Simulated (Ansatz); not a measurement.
# GeAsH₅ + H₂S: a complex and its separated parts, part 1 of 2

The complex below is one end of an elementary step. How strongly is it bound against its free parts?

The runs use Ansatz 0.2.0, Gaussian basis; PBE0-D4/def2-TZVP structures, single points in def2-TZVPP, no counterpoise correction.

Levels: SPW92, PBE-D4, BLYP-D4, r2SCAN-D4, B97M-V, PBE0-D4, B3LYP-D4, r2SCAN0-D4, BHLYP-D4, CAM-B3LYP-D4, wB97X-V, wB97M-V, B2PLYP, PBE-QIDH, RPA on PBE, Hartree-Fock, MP2, CCSD, CCSD(T).

Correlated methods freeze the cores. Filled d shells of the heavier atoms are correlated. B3LYP uses VWN-RPA correlation. B2PLYP carries no dispersion term here.

94 further runs of the same task are left out: 94 set aside as unsound or not needed. Runs told in other sessions of the task aren't counted.

## (1) Starting geometry

The complex: 10 atoms, charge 0, spin multiplicity 1.

Atoms are counted from 1 here; the program's logs count them from 0.

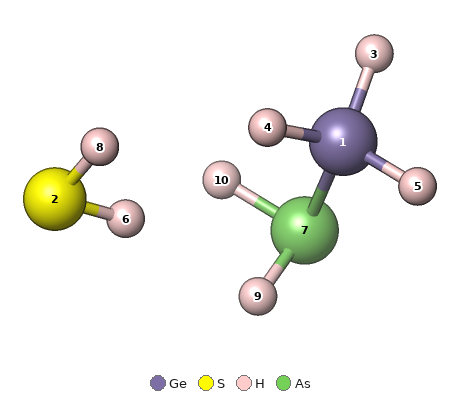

The starting geometry (germanium purple, sulfur yellow, hydrogen pink, arsenic green); atoms are numbered from 1 in the order of the file.

Geometry (Å):

```
Ge   -1.1967   -1.0201   -0.3699
S     2.2599    1.0604    1.7762
H    -0.9707   -2.3378   -1.1267
H    -0.4201   -1.0604    0.9565
H    -2.6948   -0.8585   -0.0702
H     1.4356    1.1534    0.7204
As   -0.5133    0.8060   -1.8146
H     1.6593   -0.0580    2.2096
H    -0.5255    1.8104   -0.6686
H     0.9664    0.5048   -1.6128
```

Its parts: GeAsH₅ holds atoms 1, 3, 4, 5, 7, 9, 10; H₂S holds atoms 2, 6, 8. Each part counts its atoms afresh in its own runs.

## (2) Relaxing GeAsH₅ alone

relax-a/in.yaml reads:

```yaml
crystal:
  periodic: [false, false, false]
  atoms:
    - {symbol: Ge, position_ang: [-1.196738, -1.020117, -0.369858]}
    - {symbol: H, position_ang: [-0.970685, -2.337800, -1.126651]}
    - {symbol: H, position_ang: [-0.420081, -1.060376, 0.956532]}
    - {symbol: H, position_ang: [-2.694824, -0.858517, -0.070229]}
    - {symbol: As, position_ang: [-0.513313, 0.805980, -1.814584]}
    - {symbol: H, position_ang: [-0.525473, 1.810355, -0.668631]}
    - {symbol: H, position_ang: [0.966391, 0.504752, -1.612754]}
basis:
  gaussian: {orbitals: def2-TZVP}
hamiltonian: {xc: pbe0, dispersion: d4}
relax: {f_tol: 0.005, max_steps: 200}
```

On the command line:

```bash
> ansatz run in.yaml --threads 8 --pin off --events-out ev --progress --plain --max-ram 19148MiB
```

What it wrote (excerpt; [...] marks lines left out):

```text
Functional definition: PBE0
  name "PBE0"
  cite "Adamo & Barone, J. Chem. Phys. 110, 6158 (1999) doi:10.1063/1.478522"
  cite "Perdew, Burke & Ernzerhof, Phys. Rev. Lett. 77, 3865 (1996) doi:10.1103/PhysRevLett.77.3865"
  parent pbe
[...]
1044 factors; their error is unknown
[...]
mean field -117426.41616859 eV, -4315.3411997119 hartree, gradient 1.2e-5 eV, S^2 0.000000; 0 other end points of the search recorded, 0 dependent functions left out
[...]
reference -117426.41619796 eV, -4315.3412007913 hartree; 35, 35 occupied and 91, 91 virtual orbitals, 1044 factors
[...]
Total energy: -117426.52087810 eV, -4315.3450477155 hartree
Atom 0 at    -1.194599    -1.017328    -0.370336 Å, force    -0.002075    -0.001077    -0.001663 eV/Å
Atom 1 at    -0.973964    -2.337577    -1.126299 Å, force     0.000606    -0.000566     0.000442 eV/Å
Atom 2 at    -0.416604    -1.056521     0.954499 Å, force     0.000899     0.000706    -0.000581 eV/Å
Atom 3 at    -2.694498    -0.860456    -0.072038 Å, force     0.000348     0.000619     0.001691 eV/Å
Atom 4 at    -0.513963     0.806699    -1.816665 Å, force     0.003374     0.002870     0.000056 eV/Å
Atom 5 at    -0.524799     1.805904    -0.667547 Å, force    -0.001838    -0.001507    -0.000579 eV/Å
Atom 6 at     0.963704     0.503556    -1.607789 Å, force    -0.001314    -0.001045     0.000635 eV/Å
Dipole moment:     0.035885    -0.013522     0.075944 e Å
```

Wall time 3 s (8 threads of Arm Neoverse V2, shared host).

Relaxation path:

| step | energy from step 1 (eV) | largest force component (eV/Å) |
| --- | --- | --- |
| 1 | 0.0000 | 0.0417 |
| 2 | -0.0001 | 0.0169 |
| 3 | -0.0002 | 0.0034 |

Distances of close pairs at the start and the end, largest changes first:

```
   bond  before (Å)  after (Å)  change (Å)
Ge1–As5       2.427      2.425      -0.001
 As5–H6       1.524      1.523      -0.001
 Ge1–H4       1.536      1.537      +0.001
 Ge1–H2       1.536      1.537      +0.001
 Ge1–H3       1.538      1.537      -0.001
 As5–H7       1.523      1.523      -0.001
```

## (3) Relaxing H₂S alone

relax-b/in.yaml reads:

```yaml
crystal:
  periodic: [false, false, false]
  atoms:
    - {symbol: S, position_ang: [2.259941, 1.060363, 1.776200]}
    - {symbol: H, position_ang: [1.435632, 1.153407, 0.720401]}
    - {symbol: H, position_ang: [1.659251, -0.058047, 2.209575]}
basis:
  gaussian: {orbitals: def2-TZVP}
hamiltonian: {xc: pbe0, dispersion: d4}
relax: {f_tol: 0.005, max_steps: 200}
```

On the command line:

```bash
> ansatz run in.yaml --threads 8 --pin off --events-out ev --progress --plain --max-ram 19148MiB
```

What it wrote (excerpt; [...] marks lines left out):

```text
[... 5 set-up lines as earlier in the session ...]
[...]
359 factors; their error is unknown
[...]
mean field -10864.45040926 eV, -399.2611883513 hartree, gradient 4.6e-5 eV, S^2 0.000000; 0 other end points of the search recorded, 0 dependent functions left out
[...]
reference -10864.45047969 eV, -399.2611909396 hartree; 9, 9 occupied and 40, 40 virtual orbitals, 359 factors
Total energy: -10864.46265920 eV, -399.2616385285 hartree
Atom 0 at     2.258771     1.059834     1.775372 Å, force    -0.000058     0.000075    -0.000144 eV/Å
Atom 1 at     1.436250     1.154490     0.720023 Å, force     0.000099    -0.000045     0.000161 eV/Å
Atom 2 at     1.659804    -0.058601     2.210781 Å, force    -0.000041    -0.000030    -0.000017 eV/Å
Dipole moment:    -0.185142    -0.133342    -0.080743 e Å
```

It took 0.4 s on 8 threads of Arm Neoverse V2, shared host.

Along the way:

| step | energy from step 1 (eV) | largest force component (eV/Å) |
| --- | --- | --- |
| 1 | 0.0000 | 0.0346 |
| 2 | 0.0000 | 0.0122 |
| 3 | -0.0001 | 0.0002 |

Distances of close pairs at the start and the end, largest changes first:

```
 bond  before (Å)  after (Å)  change (Å)
S1–H2       1.343      1.341      -0.001
S1–H3       1.341      1.341      -0.000
```

## (4) SPW92/def2-TZVPP

parta/in.yaml reads:

```yaml
crystal:
  periodic: [false, false, false]
  atoms:
    - {symbol: Ge, position_ang: [-1.194599, -1.017328, -0.370336]}
    - {symbol: H, position_ang: [-0.973964, -2.337577, -1.126299]}
    - {symbol: H, position_ang: [-0.416604, -1.056521, 0.954499]}
    - {symbol: H, position_ang: [-2.694498, -0.860456, -0.072038]}
    - {symbol: As, position_ang: [-0.513963, 0.806699, -1.816665]}
    - {symbol: H, position_ang: [-0.524799, 1.805904, -0.667547]}
    - {symbol: H, position_ang: [0.963704, 0.503556, -1.607789]}
basis:
  gaussian: {orbitals: def2-TZVPP}
hamiltonian: {xc: lda}
```

partb/in.yaml reads:

```yaml
crystal:
  periodic: [false, false, false]
  atoms:
    - {symbol: S, position_ang: [2.258771, 1.059834, 1.775372]}
    - {symbol: H, position_ang: [1.436250, 1.154490, 0.720023]}
    - {symbol: H, position_ang: [1.659804, -0.058601, 2.210781]}
basis:
  gaussian: {orbitals: def2-TZVPP}
hamiltonian: {xc: lda}
```

The same command starts each run, in its folder.

On the command line:

```bash
> ansatz run in.yaml --threads 8 --pin off --events-out ev --progress --plain --max-ram 19148MiB
```

parta printed (excerpt; [...] marks lines left out):

```text
Functional definition: SPW92
  name "SPW92"
  cite "Dirac, Proc. Camb. Phil. Soc. 26, 376 (1930) doi:10.1017/S0305004100016108"
  cite "Slater, Phys. Rev. 81, 385 (1951) doi:10.1103/PhysRev.81.385"
  cite "Perdew & Wang, Phys. Rev. B 45, 13244 (1992) doi:10.1103/PhysRevB.45.13244"
[...]
1026 factors; their error is unknown
[...]
mean field -117264.26554581 eV, -4309.3822742345 hartree, gradient 3.4e-5 eV, S^2 0.000000; 0 other end points of the search recorded, 0 dependent functions left out
reference -117264.26558252 eV, -4309.3822755835 hartree; 35, 35 occupied and 131, 131 virtual orbitals, 1026 factors
Total energy: -117264.26558252 eV, -4309.3822755835 hartree
```

Output in partb (excerpt; [...] marks lines left out):

```text
[... 5 set-up lines as earlier in the session ...]
[...]
402 factors; their error is unknown
[...]
mean field -10830.30345335 eV, -398.0063108672 hartree, gradient 1.8e-5 eV, S^2 0.000000; 0 other end points of the search recorded, 0 dependent functions left out
reference -10830.30347419 eV, -398.0063116331 hartree; 9, 9 occupied and 61, 61 virtual orbitals, 402 factors
Total energy: -10830.30347419 eV, -398.0063116331 hartree
```

Wall times: 0.4 s (parta), 0.15 s (partb) on 8 threads of Arm Neoverse V2, shared host.

## (5) PBE-D4/def2-TZVPP

Each input of step 4 (parta, partb) changes in the same lines:

```diff
-hamiltonian: {xc: lda}
+hamiltonian: {xc: pbe, dispersion: d4}
```

Each run has its own folder and the same command.

On the command line:

```bash
> ansatz run in.yaml --threads 8 --pin off --events-out ev --progress --plain --max-ram 19148MiB
```

Output in parta (excerpt; [...] marks lines left out):

```text
Functional definition: PBE
  name "PBE"
[... 2 set-up lines as earlier in the session ...]
[...]
1026 factors; their error is unknown
[...]
mean field -117423.02810809 eV, -4315.2166907852 hartree, gradient 3.0e-5 eV, S^2 0.000000; 0 other end points of the search recorded, 0 dependent functions left out
reference -117423.02814720 eV, -4315.2166922224 hartree; 35, 35 occupied and 131, 131 virtual orbitals, 1026 factors
Total energy: -117423.15199817 eV, -4315.2212436616 hartree
```

Log of partb (excerpt; [...] marks lines left out):

```text
[... 4 set-up lines as earlier in the session ...]
[...]
402 factors; their error is unknown
[...]
mean field -10863.54269508 eV, -399.2278304705 hartree, gradient 3.3e-5 eV, S^2 0.000000; 0 other end points of the search recorded, 0 dependent functions left out
reference -10863.54271733 eV, -399.2278312882 hartree; 9, 9 occupied and 61, 61 virtual orbitals, 402 factors
Total energy: -10863.55775411 eV, -399.2283838798 hartree
```

They took 0.6 s (parta), 0.15 s (partb) on 8 threads of Arm Neoverse V2, shared host.

## (6) BLYP-D4/def2-TZVPP

Each input of step 5 (parta, partb) changes in the same lines:

```diff
-hamiltonian: {xc: pbe, dispersion: d4}
+hamiltonian: {xc: {name: BLYP}, dispersion: d4}
```

Each run has its own folder and the same command.

On the command line:

```bash
> ansatz run in.yaml --threads 8 --pin off --events-out ev --progress --plain --max-ram 19148MiB
```

parta printed (excerpt; [...] marks lines left out):

```text
Functional definition: BLYP
  name "BLYP"
  cite "Becke, Phys. Rev. A 38, 3098 (1988) doi:10.1103/PhysRevA.38.3098"
  cite "Lee, Yang & Parr, Phys. Rev. B 37, 785 (1988) doi:10.1103/PhysRevB.37.785"
[...]
1026 factors; their error is unknown
[...]
mean field -117443.54280155 eV, -4315.9705918646 hartree, gradient 3.2e-5 eV, S^2 0.000000; 0 other end points of the search recorded, 0 dependent functions left out
reference -117443.54314460 eV, -4315.9706044713 hartree; 35, 35 occupied and 131, 131 virtual orbitals, 1026 factors
Total energy: -117443.81198200 eV, -4315.9804840636 hartree
```

partb printed (excerpt; [...] marks lines left out):

```text
[... 4 set-up lines as earlier in the session ...]
[...]
402 factors; their error is unknown
[...]
mean field -10868.21006631 eV, -399.3993531994 hartree, gradient 2.3e-5 eV, S^2 0.000000; 0 other end points of the search recorded, 0 dependent functions left out
reference -10868.21028017 eV, -399.3993610587 hartree; 9, 9 occupied and 61, 61 virtual orbitals, 402 factors
Total energy: -10868.24597224 eV, -399.4006727182 hartree
```

They took 0.6 s (parta), 0.15 s (partb) on 8 threads of Arm Neoverse V2, shared host.

## (7) r2SCAN-D4/def2-TZVPP

The same edit goes into each in.yaml of step 6 (parta, partb):

```diff
-hamiltonian: {xc: {name: BLYP}, dispersion: d4}
+hamiltonian: {xc: r2scan, dispersion: d4}
```

The same command starts each run, in its folder.

On the command line:

```bash
> ansatz run in.yaml --threads 8 --pin off --events-out ev --progress --plain --max-ram 19148MiB
```

parta printed (excerpt; [...] marks lines left out):

```text
Functional definition: r2SCAN
  name "r2SCAN"
  cite "Furness, Kaplan, Ning, Perdew & Sun, J. Phys. Chem. Lett. 11, 8208 (2020) doi:10.1021/acs.jpclett.0c02405"
  cite "Furness, Kaplan, Ning, Perdew & Sun, J. Phys. Chem. Lett. 11, 9248 (2020) doi:10.1021/acs.jpclett.0c03077"
  parent r2scan
[...]
1026 factors; their error is unknown
[...]
mean field -117440.54535353 eV, -4315.8604376816 hartree, gradient 2.9e-5 eV, S^2 0.000000; 0 other end points of the search recorded, 0 dependent functions left out
reference -117440.54536430 eV, -4315.8604380772 hartree; 35, 35 occupied and 131, 131 virtual orbitals, 1026 factors
Total energy: -117440.57287852 eV, -4315.8614492061 hartree
```

Log of partb (excerpt; [...] marks lines left out):

```text
[... 5 set-up lines as earlier in the session ...]
[...]
402 factors; their error is unknown
[...]
mean field -10867.52470633 eV, -399.3741666847 hartree, gradient 2.3e-5 eV, S^2 0.000000; 0 other end points of the search recorded, 0 dependent functions left out
reference -10867.52471302 eV, -399.3741669307 hartree; 9, 9 occupied and 61, 61 virtual orbitals, 402 factors
Total energy: -10867.52806129 eV, -399.3742899775 hartree
```

They took 1.2 s (parta), 0.4 s (partb) on 8 threads of Arm Neoverse V2, shared host.

## (8) B97M-V/def2-TZVPP

Each input of step 7 (parta, partb) changes in the same lines:

```diff
-hamiltonian: {xc: r2scan, dispersion: d4}
+hamiltonian: {xc: {name: B97M-V}}
```

One command serves all of them, each in its own folder.

On the command line:

```bash
> ansatz run in.yaml --threads 8 --pin off --events-out ev --progress --plain --max-ram 19148MiB
```

parta printed (excerpt; [...] marks lines left out):

```text
Functional definition: B97M-V
  name "B97M-V"
  cite "Mardirossian & Head-Gordon, J. Chem. Phys. 142, 074111 (2015) doi:10.1063/1.4907719"
  cite "Becke, J. Chem. Phys. 107, 8554 (1997) doi:10.1063/1.475007"
  cite "Vydrov & Van Voorhis, J. Chem. Phys. 133, 244103 (2010) doi:10.1063/1.3521275"
  # Of w^i u^j: cxij and so on, Table III.
[...]
  gx(w, u) = cx00 + cx01*u + cx02*u^2 + (cx10 + cx11*u)*w
[...]
      + integral(e_c_pw_mod_opposite_spin*gos(b97_w_opposite, b97_u_opposite)) + vv10(b, c)
1026 factors; their error is unknown
[...]
mean field -117419.37529895 eV, -4315.0824525251 hartree, gradient 4.9e-5 eV, S^2 0.000000; 0 other end points of the search recorded, 0 dependent functions left out
reference -117419.37535236 eV, -4315.0824544880 hartree; 35, 35 occupied and 131, 131 virtual orbitals, 1026 factors
Total energy: -117419.37535236 eV, -4315.0824544880 hartree
```

partb printed (excerpt; [...] marks lines left out):

```text
[... 5 set-up lines as earlier in the session ...]
  # Of w^i u^j: cxij and so on, Table III.
[...]
  gx(w, u) = cx00 + cx01*u + cx02*u^2 + (cx10 + cx11*u)*w
[...]
  gos(w, u) = cos00 + cos01*u + cos03*u^3 + cos10*w + cos32*w^3*u^2
[...]
      + integral(e_c_pw_mod_opposite_spin*gos(b97_w_opposite, b97_u_opposite)) + vv10(b, c)
402 factors; their error is unknown
[...]
mean field -10865.55701363 eV, -399.3018553120 hartree, gradient 2.8e-5 eV, S^2 0.000000; 0 other end points of the search recorded, 0 dependent functions left out
reference -10865.55704829 eV, -399.3018565854 hartree; 9, 9 occupied and 61, 61 virtual orbitals, 402 factors
Total energy: -10865.55704829 eV, -399.3018565854 hartree
```

Times: 2.2 s (parta), 0.35 s (partb) on 8 threads of Arm Neoverse V2, shared host.

## (9) PBE0-D4/def2-TZVPP

The same edit goes into each in.yaml of step 8 (parta, partb):

```diff
-hamiltonian: {xc: {name: B97M-V}}
+hamiltonian: {xc: pbe0, dispersion: d4}
+output: {orbitals: {seedname: orbitals}}
```

Each run has its own folder and the same command.

On the command line:

```bash
> ansatz run in.yaml --threads 8 --pin off --events-out ev --progress --plain --max-ram 19148MiB
```

Output in parta (excerpt; [...] marks lines left out):

```text
[... 5 set-up lines as earlier in the session ...]
[...]
1119 factors; their error is unknown
[...]
mean field -117426.44842289 eV, -4315.3423850359 hartree, gradient 2.7e-5 eV, S^2 0.000000; 0 other end points of the search recorded, 0 dependent functions left out
reference -117426.44845238 eV, -4315.3423861194 hartree; 35, 35 occupied and 131, 131 virtual orbitals, 1119 factors
Total energy: -117426.55294853 eV, -4315.3462262820 hartree
```

partb printed (excerpt; [...] marks lines left out):

```text
[... 5 set-up lines as earlier in the session ...]
[...]
433 factors; their error is unknown
[...]
mean field -10864.48423220 eV, -399.2624313215 hartree, gradient 7.0e-6 eV, S^2 0.000000; 0 other end points of the search recorded, 0 dependent functions left out
reference -10864.48424882 eV, -399.2624319322 hartree; 9, 9 occupied and 61, 61 virtual orbitals, 433 factors
Total energy: -10864.49642834 eV, -399.2628795211 hartree
```

They took 0.8 s (parta), 0.15 s (partb) on 8 threads of Arm Neoverse V2, shared host.

## (10) B3LYP-D4/def2-TZVPP

The same edit goes into each in.yaml of step 9 (parta, partb):

```diff
-hamiltonian: {xc: pbe0, dispersion: d4}
-output: {orbitals: {seedname: orbitals}}
+hamiltonian: {xc: {name: B3LYP}, dispersion: d4}
```

The same command starts each run, in its folder.

On the command line:

```bash
> ansatz run in.yaml --threads 8 --pin off --events-out ev --progress --plain --max-ram 19148MiB
```

Output in parta (excerpt; [...] marks lines left out):

```text
Functional definition: B3LYP
  name "B3LYP"
  cite "Stephens, Devlin, Chabalowski & Frisch, J. Phys. Chem. 98, 11623 (1994) doi:10.1021/j100096a001"
[... 2 set-up lines as earlier in the session ...]
  cite "Vosko, Wilk & Nusair, Can. J. Phys. 58, 1200 (1980) doi:10.1139/p80-159"
[...]
1100 factors; their error is unknown
[...]
mean field -117443.73530137 eV, -4315.9776661024 hartree, gradient 3.1e-5 eV, S^2 0.000000; 0 other end points of the search recorded, 0 dependent functions left out
reference -117443.73555942 eV, -4315.9776755855 hartree; 35, 35 occupied and 131, 131 virtual orbitals, 1100 factors
Total energy: -117443.93836420 eV, -4315.9851285237 hartree
```

Output in partb (excerpt; [...] marks lines left out):

```text
[... 6 set-up lines as earlier in the session ...]
[...]
414 factors; their error is unknown
[...]
mean field -10868.95565863 eV, -399.4267532118 hartree, gradient 4.1e-6 eV, S^2 0.000000; 0 other end points of the search recorded, 0 dependent functions left out
reference -10868.95581635 eV, -399.4267590080 hartree; 9, 9 occupied and 61, 61 virtual orbitals, 414 factors
Total energy: -10868.98025155 eV, -399.4276569850 hartree
```

Times: 0.85 s (parta), 0.15 s (partb) on 8 threads of Arm Neoverse V2, shared host.

## (11) r2SCAN0-D4/def2-TZVPP

The same edit goes into each in.yaml of step 10 (parta, partb):

```diff
-hamiltonian: {xc: {name: B3LYP}, dispersion: d4}
+hamiltonian: {xc: {name: r2SCAN0}, dispersion: d4}
```

One command serves all of them, each in its own folder.

On the command line:

```bash
> ansatz run in.yaml --threads 8 --pin off --events-out ev --progress --plain --max-ram 19148MiB
```

Log of parta (excerpt; [...] marks lines left out):

```text
Functional definition: r2SCAN0
  name "r2SCAN0"
  cite "Bursch, Neugebauer, Ehlert & Grimme, J. Chem. Phys. 156, 134105 (2022) doi:10.1063/5.0086040"
[... 3 set-up lines as earlier in the session ...]
[...]
1119 factors; their error is unknown
[...]
mean field -117439.67681017 eV, -4315.8285193019 hartree, gradient 2.5e-5 eV, S^2 0.000000; 0 other end points of the search recorded, 0 dependent functions left out
reference -117439.67681874 eV, -4315.8285196165 hartree; 35, 35 occupied and 131, 131 virtual orbitals, 1119 factors
Total energy: -117439.71027512 eV, -4315.8297491161 hartree
```

partb printed (excerpt; [...] marks lines left out):

```text
[... 6 set-up lines as earlier in the session ...]
[...]
433 factors; their error is unknown
[...]
mean field -10867.41044662 eV, -399.3699677179 hartree, gradient 1.8e-5 eV, S^2 0.000000; 0 other end points of the search recorded, 0 dependent functions left out
reference -10867.41045196 eV, -399.3699679142 hartree; 9, 9 occupied and 61, 61 virtual orbitals, 433 factors
Total energy: -10867.41431001 eV, -399.3701096950 hartree
```

Wall times: 1.5 s (parta), 0.4 s (partb) on 8 threads of Arm Neoverse V2, shared host.

## (12) BHLYP-D4/def2-TZVPP

The same edit goes into each in.yaml of step 11 (parta, partb):

```diff
-hamiltonian: {xc: {name: r2SCAN0}, dispersion: d4}
+hamiltonian: {xc: {name: BHLYP}, dispersion: d4}
```

One command serves all of them, each in its own folder.

On the command line:

```bash
> ansatz run in.yaml --threads 8 --pin off --events-out ev --progress --plain --max-ram 19148MiB
```

parta printed (excerpt; [...] marks lines left out):

```text
Functional definition: BHLYP
  name "BHLYP"
  cite "Becke, J. Chem. Phys. 98, 1372 (1993) doi:10.1063/1.464304"
[... 2 set-up lines as earlier in the session ...]
[...]
1213 factors; their error is unknown
[...]
mean field -117439.99882432 eV, -4315.8403531033 hartree, gradient 3.6e-5 eV, S^2 0.000000; 0 other end points of the search recorded, 0 dependent functions left out
reference -117439.99900001 eV, -4315.8403595600 hartree; 35, 35 occupied and 131, 131 virtual orbitals, 1213 factors
Total energy: -117440.17413501 eV, -4315.8467956524 hartree
```

Log of partb (excerpt; [...] marks lines left out):

```text
[... 5 set-up lines as earlier in the session ...]
[...]
453 factors; their error is unknown
[...]
mean field -10868.25161451 eV, -399.4008800679 hartree, gradient 1.3e-5 eV, S^2 0.000000; 0 other end points of the search recorded, 0 dependent functions left out
reference -10868.25172122 eV, -399.4008839891 hartree; 9, 9 occupied and 61, 61 virtual orbitals, 453 factors
Total energy: -10868.26804836 eV, -399.4014840006 hartree
```

Wall times: 0.7 s (parta), 0.15 s (partb) on 8 threads of Arm Neoverse V2, shared host.

(Continued in part 2 of 2.)
